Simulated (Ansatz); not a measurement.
```yaml
atoms:
  - { symbol: Si, position_ang: [-0.2119, 0.2001, -1.3382] }
  - { symbol: O, position_ang: [0.5831, 1.2985, 1.4773] }
  - { symbol: H, position_ang: [1.1579, 0.7652, -1.4844] }
  - { symbol: H, position_ang: [-0.6040, -0.3560, -2.6643] }
  - { symbol: H, position_ang: [-1.1475, 1.3180, -1.0349] }
  - { symbol: H, position_ang: [1.4340, 1.6572, 1.2134] }
  - { symbol: Si, position_ang: [-0.2809, -1.4463, 0.3274] }
  - { symbol: H, position_ang: [-0.0259, 2.0408, 1.4530] }
  - { symbol: H, position_ang: [1.0575, -1.6305, 0.9448] }
  - { symbol: H, position_ang: [-0.6893, -2.7500, -0.2703] }
  - { symbol: H, position_ang: [-1.2731, -1.0970, 1.3760] }
```

The product side of a reaction path; geometry: PBE0-D4/def2-TZVP.

All numbers below come from Ansatz 0.2.0, RKS PBE0-D4/def2-TZVPP.

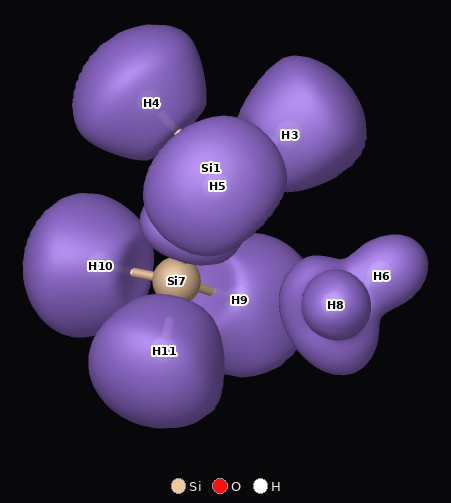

H₆Si₂···H₂O. Isosurface of the electron localisation function at 0.75 (purple), seen at an oblique angle. Core shells and regions of very low density are left out.

Identify the bonds, lone pairs and shells in this picture.

The surface consists of one region between bonded Si–Si atoms (shared pairs), six regions around hydrogen nuclei and one joined region spread over several atoms (H, O), in which their bonds and any lone pairs are merged.

Values along the shortest contacts:
Si7···O2 (3.10 Å): the ELF dips to about 0.05 between them. Si–Si (2.34 Å): the ELF peaks at about 1 between the atoms (localised, covalent bonding).
